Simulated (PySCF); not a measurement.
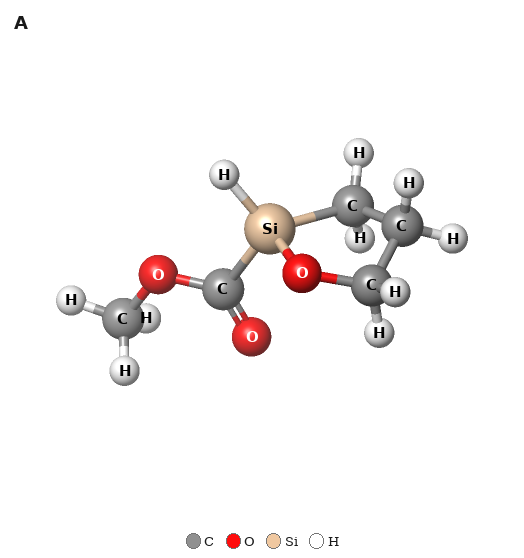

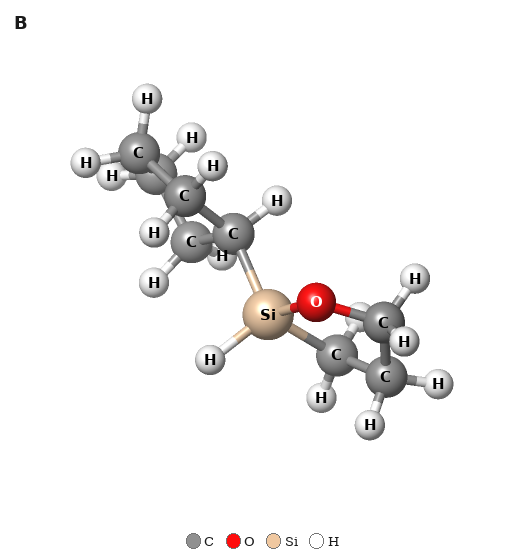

Two related species, optimised with PBE0-D3(BJ)/def2-SVP; properties computed with PySCF 2.14.0. Both: charge 0, singlet.

What are A and B?

Answer. A is C5H10O3Si (COC(=O)[Si@@H]1CCCO1), B is C8H16OSi (C1CCC([Si@H]2CCCO2)C1).

Compare them. With PBE0/pcSseg-1: dipole moment (D), HOMO–LUMO gap (eV), HOMO energy (Kohn–Sham orbital) (eV), shielding of Si (ppm), Hirshfeld charge of Si (e), IAO charge of Si (e). With PBE0-D3(BJ)/def2-SVP: mean Si–C length (Å), mean Si–H length (Å), mean Si–O length (Å).

```csv
quantity,A,B
dipole moment (D),1.62,1.65
HOMO–LUMO gap (eV),6.73,8.58
HOMO energy (Kohn–Sham orbital) (eV),−7.44,−7.44
shielding of Si (ppm),353.5,319.8
Hirshfeld charge of Si (e),0.42,0.41
IAO charge of Si (e),1.07,1.11
mean Si–C length (Å),1.903,1.881
mean Si–H length (Å),1.487,1.498
mean Si–O length (Å),1.675,1.689
```

Each is one conformer, and no frequency run is at hand to confirm it as a minimum.
